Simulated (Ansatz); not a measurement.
# Two runs on C2H8AlClO

System: C2H8AlClO, SMILES [CH3][Al-]([CH3])([OH2+])[Cl].
Method of run 1: RKS SPW92 (LDA)/def2-TZVPP (Ansatz 0.2.0).

The geometry comes from this level: PBE0-D4/def2-TZVP. Text and figures count atoms from 1; the logs count them from 0 in places.

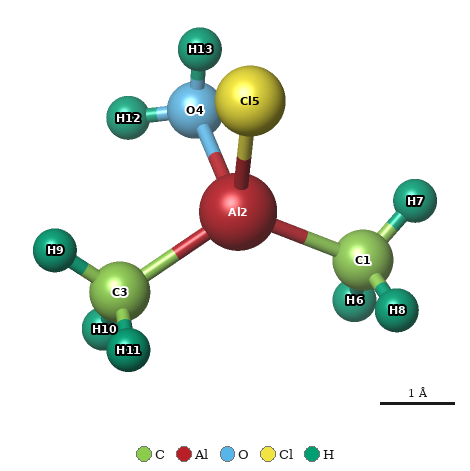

Fig. 1: The structure as given in the input (ball-and-stick view, seen at a tilt; atoms are numbered from 1 in the order of the input). Sticks mark near contacts.

The input, run 1:
```yaml
crystal:
  periodic: [false, false, false]
  atoms:
    - {symbol: C, position_ang: [-1.802931, 0.041339, -0.753430]}
    - {symbol: Al, position_ang: [0.110226, 0.121370, -0.393217]}
    - {symbol: C, position_ang: [1.129097, -1.377709, 0.347781]}
    - {symbol: O, position_ang: [0.304230, 1.462956, 1.100235]}
    - {symbol: Cl, position_ang: [1.228875, 1.407495, -1.740057]}
    - {symbol: H, position_ang: [-2.358858, -0.389184, 0.085716]}
    - {symbol: H, position_ang: [-2.221926, 1.030715, -0.958276]}
    - {symbol: H, position_ang: [-2.011874, -0.581398, -1.629257]}
    - {symbol: H, position_ang: [2.163664, -1.113202, 0.589796]}
    - {symbol: H, position_ang: [0.666046, -1.791859, 1.250676]}
    - {symbol: H, position_ang: [1.181618, -2.198779, -0.374698]}
    - {symbol: H, position_ang: [0.871743, 1.147492, 1.813151]}
    - {symbol: H, position_ang: [0.760487, 2.205967, 0.676378]}
basis:
  gaussian: {orbitals: def2-TZVPP}
hamiltonian: {xc: lda}
output: {orbitals: {seedname: orbitals}}
```

Launched with:
```bash
ansatz run in.yaml --threads 4 --pin off --events-out ev --progress --plain --max-ram 10444MiB
```

Hardware: 4 threads of Intel Xeon @ 2.50GHz, 180 GiB of memory available, shared host.

Output (run 1):
```
Functional definition: SPW92
  exchange = slater_x
  correlation = pw_c
1546 factors; their error is unknown
mean field evaluation 1: about -23247.8598 eV, gradient 1.1e2 eV
mean field evaluation 2: about -23204.6348 eV, gradient 1.6e2 eV
mean field evaluation 4: about -23271.2571 eV, gradient 1.7e1 eV
mean field evaluation 8: about -23271.8451 eV, gradient 2.9e-1 eV
mean field evaluation 16: about -23271.8188 eV, gradient 5.7e-4 eV
mean field -23271.81882644 eV, -855.2235676665 hartree, gradient 2.0e-5 eV, S^2 0.000000; 0 other end points of the search recorded, 0 dependent functions left out
reference -23271.81887145 eV, -855.2235693202 hartree; 29, 29 occupied and 260, 260 virtual orbitals, 1546 factors
Total energy: -23271.81887145 eV, -855.2235693202 hartree
```

For run 2 the input was changed thus:
```diff
-hamiltonian: {xc: lda}
+hamiltonian: {xc: {name: r2SCAN0}, dispersion: d4}
```

What does this change do to the results?

The total energies belong to different models, so their difference says nothing on which is more stable or more accurate. The HOMO goes from −6.19 to −7.53 eV. The LUMO goes from −1.39 to 0.05 eV. On the same kind of shared host run 2 took about 2.4 times as long.

Output (run 2):
```
Functional definition: r2SCAN0
  parameter a = 0.25
  parameter k0 = 0.174
  parameter k1 = 0.065
  parameter a1 = 4.9479
  exchange = (1 - a)*r2scan_x(k0 = k0, k1 = k1, a1 = a1) + a*exact_x
  correlation = r2scan_c
1608 factors; their error is unknown
mean field evaluation 1: about -23360.1123 eV, gradient 7.8e1 eV
mean field evaluation 2: about -23357.9696 eV, gradient 8.1e1 eV
mean field evaluation 4: about -23372.4407 eV, gradient 3.3e0 eV
mean field evaluation 8: about -23372.4648 eV, gradient 4.7e-2 eV
mean field evaluation 16: about -23372.5038 eV, gradient 7.5e-5 eV
mean field -23372.50382847 eV, -858.9236732440 hartree, gradient 1.3e-5 eV, S^2 0.000000; 0 other end points of the search recorded, 0 dependent functions left out
reference -23372.50383903 eV, -858.9236736322 hartree; 29, 29 occupied and 260, 260 virtual orbitals, 1608 factors
Total energy: -23372.58448304 eV, -858.9266372450 hartree
```

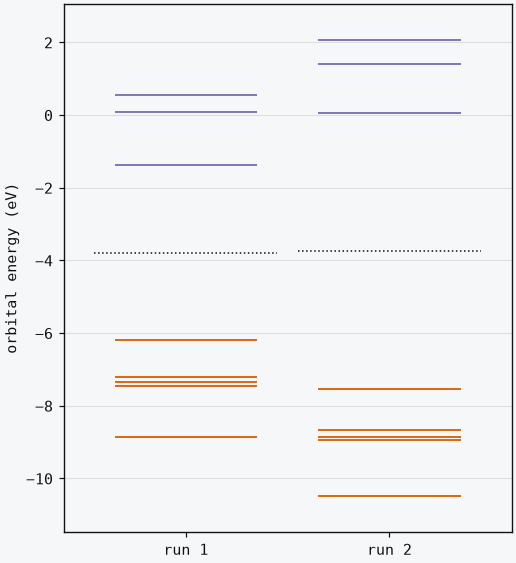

Fig. 2: The five highest filled and three lowest empty orbital energies of the two runs; the dotted lines part filled from empty levels. The HOMO–LUMO gap is 4.80 eV in run 1 and 7.58 eV in run 2.

The two runs side by side:

| quantity | run 1 | run 2 |
| --- | --- | --- |
| outcome | converged | converged |
| total energy (hartree) | −855.223569 | −858.926637 |
| HOMO (eV) | −6.19 | −7.53 |
| LUMO (eV) | −1.39 | 0.05 |
| basis functions | 289 | 289 |
| wall time (shared host) | 8.1 s | 19 s |
